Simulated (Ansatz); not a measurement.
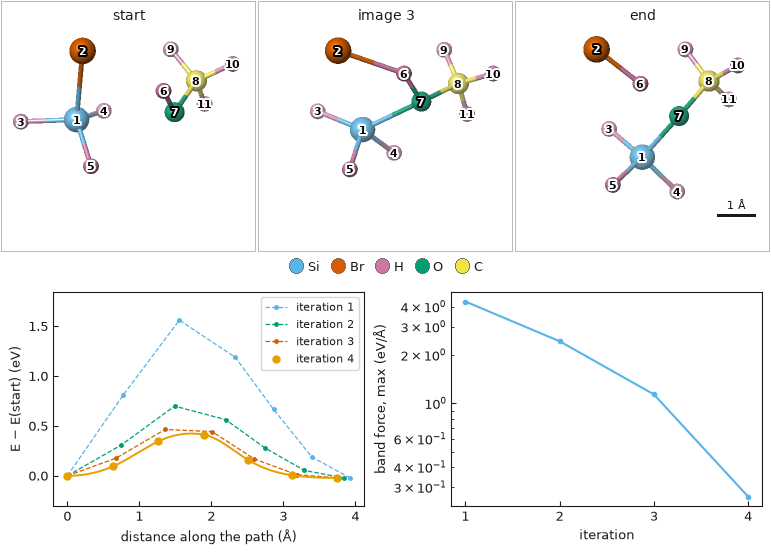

NEB run on CH7BrOSi, made up of SiH$_{3}$Br and CH$_{4}$O. Images are numbered from 0 (start) to 6 (end). The plot follows the band through its iterations. A ball-and-stick model, seen from a free direction.

The calculation used RKS LDA/def2-SVP in Ansatz. Settings: 5 movable images; climbing image; force threshold 0.5 eV/Å; iteration limit 60; starting path through a guess of the saddle point.

### Judge this run.

The run met only a loose threshold, so the barrier can't be trusted yet. The band converged in 4 iterations. The largest component of the band force went from 4.3 to 0.26 eV/Å. The climbing image converged on the top of the path. Its curvatures weren't checked. The force threshold is so loose that the height of the top is at best an upper bound. The first iteration put the highest image at 1.56 eV. The energy climbs by 0.41 eV to image 3 and then falls by 0.43 eV, so the end point sits at −0.02 eV.

Limits of the set-up: the start holds two separate molecules, 2.4 Å apart at their closest, whose relative position is a soft coordinate and is computed without a dispersion correction.

The run took 37 s on 2 threads of Arm Neoverse V1, with other jobs on the host, peak memory 0.17 GiB.
